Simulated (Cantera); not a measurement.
Feed: 1 mol NaBr, 2.5 mol O₂, 2.5 mol N₂, held at 1.70e-6 bar.

Equilibrium computed with Cantera from the NASA thermochemical tables; the gas is ideal and each condensed phase is pure. Candidate condensed phases: Br₂, Na, NaBr, NaO₂, Na₂O, Na₂O₂; 16 gas species. The numbers say what is thermodynamically allowed, not how fast it happens.

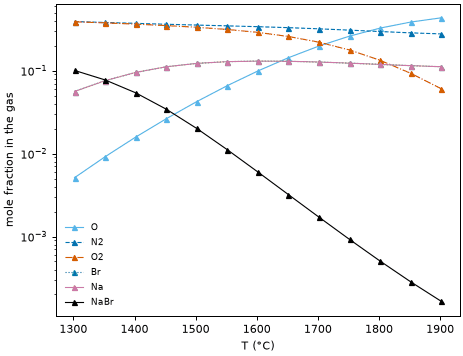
Fig. 1. Equilibrium gas composition (values under 1e-9 drawn at 1e-9)

Q: Read off the mole fractions at 1452 °C.

A: N₂ about 0.36, O₂ about 0.35, Br about 0.11, Na about 0.11, NaBr about 0.034, O about 0.026.
